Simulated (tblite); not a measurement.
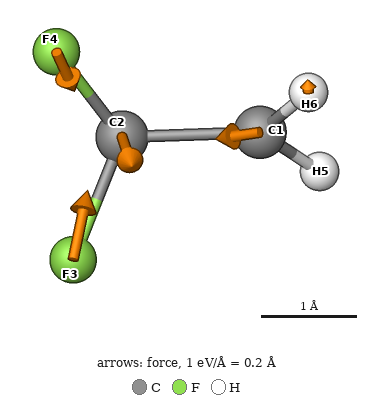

Starting geometry of C$_{2}$H$_{2}$F$_{2}$ (charge +1, multiplicity 2) with the computed forces as orange arrows. Style: ball-and-stick. Shown at a tilt.

The calculation used tblite 0.8.0, GFN2-xTB geometry optimisation, gas phase. 

**Is this structure relaxed? If not, where do the atoms go?**

It isn't relaxed: the largest force vector, on C2, is 5.49 eV/Å. The final displacements follow the starting forces only in part (cosine between the two patterns 0.45). The energy falls by 33.7 kcal/mol in 30 geometry steps. H6 moves most after the best rigid fit: 0.51 Å. Largest moves by element: H 0.51 Å, F 0.49 Å, C 0.31 Å. Near-neighbour distances that change, for instance: C2–F3 1.398 → 1.276 Å, C2–F4 1.359 → 1.276 Å, C1–C2 1.462 → 1.389 Å, C1–H6 1.079 → 1.090 Å. Bond angles that change, for instance: C1–C2–F3 112.8° → 123.4°, C1–C2–F4 115.1° → 123.5°, C2–C1–H6 124.6° → 120.5°. Cost: 0.08 s on 1 thread of Arm Neoverse V1, on a shared host.
